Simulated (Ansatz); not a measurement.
# One shape, several levels: doublet BH2SF+

We compute a comparison of 6 runs (UBHLYP/STO-3G, UBLYP/STO-3G, UPBE/STO-3G, RPA@PBE/STO-3G, UMP2/STO-3G, FCI/STO-3G) of doublet BH2SF+. 

The results are computed with Ansatz 0.2.0.

65 further runs of the same task are left out: 65 set aside as unsound or not needed.

### 1 The structure to begin with

BH2SF+: 5 atoms, total charge +1, spin state doublet. As SMILES of the parent species, `FBS`. The shape is that of a PBE0-D4/def2-TZVP optimisation. This is one conformer, not always the lowest. That shape belongs to the parent species and isn't relaxed for this state.

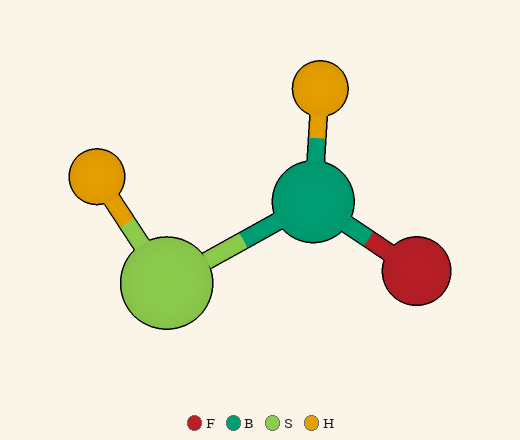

Viewed from a chosen angle; fluorine red, boron teal, sulfur green, hydrogen amber.

### 2 The energy at UBHLYP/STO-3G (run 1)

in.yaml reads:

```yaml
crystal:
  periodic: [false, false, false]
  atoms:
    - symbol: F
      position_ang: [-1.119100, -0.905900, -1.069200]
    - symbol: B
      position_ang: [-0.412800, -0.339100, -0.106100]
    - symbol: S
      position_ang: [0.972400, 0.698600, -0.579400]
    - symbol: H
      position_ang: [-0.712000, -0.530900, 1.033700]
    - symbol: H
      position_ang: [1.321400, 1.003700, 0.679600]
basis:
  gaussian: {orbitals: STO-3G}
total_charge: 1
magnetization: {spin_polarized: true, initial_magnetization: 1}
hamiltonian: {xc: {name: BHLYP}}
accuracy: high
```

On the command line:

```console
$ ansatz run in.yaml --threads 1 --pin off --max-ram 2610MiB --events-out events.jsonl --progress --plain --runs-dir runs
```

Standard output:

```text
Warning: RAYON_NUM_THREADS=1 ignored (pool sized by the plan → 1); use --threads N
Functional definition: BHLYP
  name "BHLYP"
  parameter a = 0.5
  exchange = (1 - a)*b88_x + a*exact_x
  correlation = lyp_c
371 factors; integrals over basis functions are off by at most 2.9e-8 eV
mean field evaluation 1: about -14083.0276 eV, gradient 1.9e1 eV
mean field evaluation 2: about -14067.0444 eV, gradient 5.5e1 eV
mean field evaluation 4: about -14086.3783 eV, gradient 1.5e0 eV
mean field evaluation 8: about -14086.4049 eV, gradient 8.3e-2 eV
mean field evaluation 16: about -14086.4050 eV, gradient 9.5e-5 eV
mean field -14086.40503577 eV, -517.6658369564 hartree, gradient 1.9e-8 eV, S^2 0.757102; 2 other end points of the search recorded, 0 dependent functions left out
reference -14086.40505258 eV, -517.6658375742 hartree; 16, 15 occupied and 5, 6 virtual orbitals, 371 factors
Total energy: -14086.40505258 eV, -517.6658375742 hartree
```

Wall time 2.3 s (1 thread of Arm Neoverse V1, shared host); peak memory 0.13 GiB.

### 3 The energy at UBLYP/STO-3G (run 2)

run.yaml reads:

```yaml
basis:
  gaussian:
    orbitals: STO-3G
crystal:
  periodic: [false, false, false]
  atoms:
    - {symbol: F, position_ang: [-1.119100, -0.905900, -1.069200]}
    - {symbol: B, position_ang: [-0.412800, -0.339100, -0.106100]}
    - {symbol: S, position_ang: [0.972400, 0.698600, -0.579400]}
    - {symbol: H, position_ang: [-0.712000, -0.530900, 1.033700]}
    - {symbol: H, position_ang: [1.321400, 1.003700, 0.679600]}
magnetization:
  spin_polarized: true
  initial_magnetization: 1
hamiltonian:
  xc: {name: BLYP}
total_charge: 1
accuracy: high
```

On the command line:

```console
$ ansatz run run.yaml --threads 1 --pin off --max-ram 2610MiB --events-out events.jsonl --progress --plain --runs-dir runs
```

Standard output:

```text
Warning: RAYON_NUM_THREADS=1 ignored (pool sized by the plan → 1); use --threads N
Functional definition: BLYP
  name "BLYP"
  parameter beta = 0.0042
  parameter a = 0.04918
  parameter b = 0.132
  parameter c = 0.2533
  parameter d = 0.349
  exchange = b88_x(beta = beta)
  correlation = lyp_c(a = a, b = b, c = c, d = d)
371 factors; integrals over basis functions are off by at most 2.9e-8 eV
mean field evaluation 1: about -14081.5247 eV, gradient 1.9e1 eV
mean field evaluation 2: about -14028.0569 eV, gradient 1.0e2 eV
mean field evaluation 4: about -14084.7983 eV, gradient 5.0e0 eV
mean field evaluation 8: about -14082.4894 eV, gradient 1.5e1 eV
mean field evaluation 16: about -14084.9921 eV, gradient 6.1e-1 eV
mean field evaluation 32: about -14085.0032 eV, gradient 5.2e-2 eV
mean field -14085.00337387 eV, -517.6143268317 hartree, gradient 2.3e-8 eV, S^2 0.753458; 3 other end points of the search recorded, 0 dependent functions left out
reference -14085.00340729 eV, -517.6143280598 hartree; 16, 15 occupied and 5, 6 virtual orbitals, 371 factors
Total energy: -14085.00340729 eV, -517.6143280598 hartree
```

Wall time 4.5 s (1 thread of Arm Neoverse V1, shared host); peak memory 0.13 GiB.

Runs 3 to 5 aren't shown in full; the table further down has their settings and results.

### 4 A single-point energy at FCI/STO-3G (run 6)

molecule.yaml reads:

```yaml
crystal:
  periodic: [false, false, false]
  atoms:
    - symbol: F
      position_ang: [-1.119100, -0.905900, -1.069200]
    - symbol: B
      position_ang: [-0.412800, -0.339100, -0.106100]
    - symbol: S
      position_ang: [0.972400, 0.698600, -0.579400]
    - symbol: H
      position_ang: [-0.712000, -0.530900, 1.033700]
    - symbol: H
      position_ang: [1.321400, 1.003700, 0.679600]
basis:
  gaussian: {orbitals: STO-3G}
accuracy: high
total_charge: 1
magnetization: {spin_polarized: true, initial_magnetization: 1}
correlation: {method: fci, frozen_orbitals: {B: 1, F: 1, H: 0, S: 5}}
```

On the command line:

```console
$ ansatz run molecule.yaml --threads 1 --pin off --max-ram 2610MiB --events-out events.jsonl --progress --plain --runs-dir runs
```

Standard output:

```text
Warning: RAYON_NUM_THREADS=1 ignored (pool sized by the plan → 1); use --threads N
Functional definition: HF
  name "HF"
  exchange = exact_x
  correlation = 0
371 factors; integrals over basis functions are off by at most 2.9e-8 eV
mean field evaluation 1: about -14052.8980 eV, gradient 2.0e1 eV
mean field evaluation 2: about -14052.9463 eV, gradient 2.0e1 eV
mean field evaluation 4: about -14056.4307 eV, gradient 1.4e0 eV
mean field evaluation 8: about -14056.4518 eV, gradient 3.8e-2 eV
mean field -14056.45184995 eV, -516.5650776803 hartree, gradient 2.1e-8 eV, S^2 0.758446; 0 other end points of the search recorded, 0 dependent functions left out
mean field evaluation 16: about -14056.4063 eV, gradient 2.4e-1 eV
7 core orbitals not correlated: weight in the atoms' cores, before any rotation towards them, 1.000 or more for the frozen orbitals, at most 0.000 for the correlated occupied ones
reference -14056.40634383 eV, -516.5634053613 hartree; 9, 8 occupied and 5, 6 virtual orbitals, 371 factors
state -14059.72784595 eV, -516.6854683128 hartree
Total energy: -14059.72784595 eV, -516.6854683128 hartree
```

Wall time 94 s (1 thread of Arm Neoverse V1, shared host); peak memory 0.72 GiB.

### 5 Overview of the runs

```
run           level  frozen core orbitals  energy (Eh)   ⟨S²⟩  wall time
  1   UBHLYP/STO-3G                     –  -517.665838  0.757      2.3 s
  2    UBLYP/STO-3G                     –  -517.614328  0.753      4.5 s
  3     UPBE/STO-3G                     –  -517.374460  0.754      4.2 s
  4  RPA@PBE/STO-3G                     7  -516.755691  0.754      5.4 s
  5     UMP2/STO-3G                     7  -516.654325  0.758     0.16 s
  6      FCI/STO-3G                     7  -516.685468      –       94 s
```

### 6 Results

```
                                          quantity          value
                               run 6: total energy  -516.68547 Eh
run 6: correlation energy (7 core orbitals frozen)     -122.1 mEh
```

What this shows: Against full CI in this basis: UMP2 +31.1 mEh. Totals of different functionals can't be ranked against each other. In runs 1, 2, 3, 4, 5, 6 the basis is minimal, so the values are rough. All runs together took 1.8 min, the longest 94 s.
